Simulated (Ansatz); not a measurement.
# HBS (SMILES B=S) at wB97X/STO-3G

Aim: the energy change on altering one bond length of HBS at wB97X/STO-3G, from 2 runs. 

The calculation is run with Ansatz 0.2.0.

63 further runs of the same task are left out: 8 that didn't finish, 55 set aside as unsound or not needed.

## Step 1: Starting point

The species is HBS (3 atoms), meant as a singlet with charge 0. As SMILES, `B=S`. Geometry: relaxed at PBE0-D4/def2-TZVP.

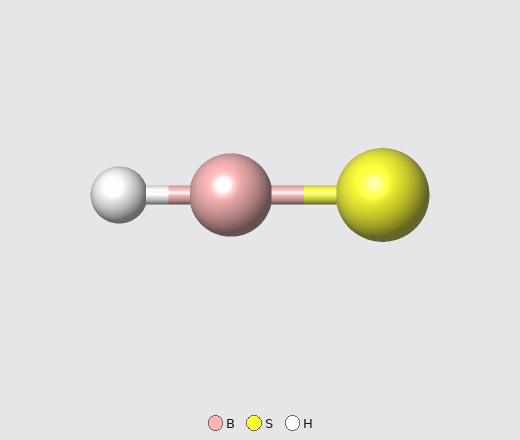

The structure, seen from a chosen angle (boron pink, sulfur yellow, hydrogen white).

## Step 2: The energy at wB97X/STO-3G

run.yaml reads:

```yaml
crystal:
  periodic: [false, false, false]
  atoms:
    - {symbol: B, position_ang: [-0.038660, -0.014560, 0.134750]}
    - {symbol: S, position_ang: [0.399170, 0.147640, -1.393290]}
    - {symbol: H, position_ang: [-0.360510, -0.133080, 1.258530]}
basis:
  gaussian:
    orbitals: STO-3G
accuracy: high
hamiltonian:
  xc: {name: wB97X}
```

The run is started by

```
$ ansatz run run.yaml --threads 1 --pin off --max-ram 3480MiB --events-out events.jsonl --progress --plain --runs-dir runs
```

Output:

```text
Warning: RAYON_NUM_THREADS=1 ignored (pool sized by the plan → 1); use --threads N
Functional definition: wB97X
  name "wB97X"
  parameter omega = 0.3/bohr
  parameter cx = 0.157706
  parameter cx1 = 0.726479
  parameter cx2 = 1.04760
  parameter cx3 = -5.70635
  parameter cx4 = 13.2794
  parameter css1 = -4.33879
  parameter css2 = 18.2308
  parameter css3 = -31.7430
  parameter css4 = 17.2901
  parameter cos1 = 2.37031
  parameter cos2 = -11.3995
  parameter cos3 = 6.58405
  parameter cos4 = -3.78132
  exchange = spin_sum(e_x_unif_sr(omega)*poly(b97_u_x, 1 - cx, cx1, cx2, cx3, cx4)) + cx*exact_x_sr(omega)
      + exact_x_lr(omega)
  correlation = spin_sum(e_c_pw_same_spin*poly(b97_u_same, 1, css1, css2, css3, css4))
      + integral(e_c_pw_opposite_spin*poly(b97_u_opposite, 1, cos1, cos2, cos3, cos4))
243 factors; integrals over basis functions are off by at most 1.6e-8 eV
106 factors; integrals over basis functions are off by at most 1.3e-9 eV
mean field evaluation 1: about -11397.1940 eV, gradient 2.2e1 eV
mean field evaluation 2: about -11395.7941 eV, gradient 3.4e1 eV
mean field evaluation 4: about -11399.2525 eV, gradient 1.8e-1 eV
mean field evaluation 8: about -11399.2077 eV, gradient 8.9e-3 eV
mean field evaluation 16: about -11399.2077 eV, gradient 1.3e-8 eV
mean field -11399.20765543 eV, -418.9131546764 hartree, gradient 1.5e-8 eV, S^2 0.000000; 0 other end points of the search recorded, 0 dependent functions left out
reference -11399.20765418 eV, -418.9131546306 hartree; 11, 11 occupied and 4, 4 virtual orbitals, 243 factors
Total energy: -11399.20765418 eV, -418.9131546306 hartree
```

Run time: 2.5 s. Hardware: 1 thread of Arm Neoverse V1, shared host; peak memory 0.18 GiB.

## Step 3: The distorted shape

run.yaml reads:

```yaml
crystal:
  periodic: [false, false, false]
  atoms:
    - symbol: B
      position_ang: [-0.148110, -0.055107, 0.516733]
    - symbol: S
      position_ang: [0.399170, 0.147640, -1.393290]
    - symbol: H
      position_ang: [-0.469960, -0.173627, 1.640513]
basis:
  gaussian:
    orbitals: STO-3G
hamiltonian:
  xc: {name: wB97X}
accuracy: high
```

The run is started by

```
$ ansatz run run.yaml --threads 1 --pin off --max-ram 3480MiB --events-out events.jsonl --progress --plain --runs-dir runs
```

Output, shortened:

```text
Warning: RAYON_NUM_THREADS=1 ignored (pool sized by the plan → 1); use --threads N
[... 2 set-up lines as earlier in the session ...]
[...]
      + exact_x_lr(omega)
[...]
      + integral(e_c_pw_opposite_spin*poly(b97_u_opposite, 1, cos1, cos2, cos3, cos4))
239 factors; integrals over basis functions are off by at most 1.3e-8 eV
109 factors; integrals over basis functions are off by at most 1.1e-9 eV
[...]
mean field -11395.71163954 eV, -418.7846784622 hartree, gradient 6.2e-8 eV, S^2 0.000000; 0 other end points of the search recorded, 0 dependent functions left out
reference -11395.71163825 eV, -418.7846784148 hartree; 11, 11 occupied and 4, 4 virtual orbitals, 239 factors
Total energy: -11395.71163825 eV, -418.7846784148 hartree
```

Run time: 2.7 s. Hardware: 1 thread of Arm Neoverse V1, shared host; peak memory 0.18 GiB.

## Step 4: Results

At wB97X/STO-3G:

```
                                                         quantity          value
                                        first shape: total energy  -418.91315 Eh
                                    distorted shape: total energy  -418.78468 Eh
energy change with the B1–S2 bond stretched from 1.598 to 1.997 Å       3.496 eV
```

With the B1–S2 bond stretched from 1.598 to 1.997 Å the energy rises by 3.50 eV (81 kcal/mol). The first shape isn't relaxed at this level, so the change isn't measured from a minimum. The minimal basis adds a large error of its own.
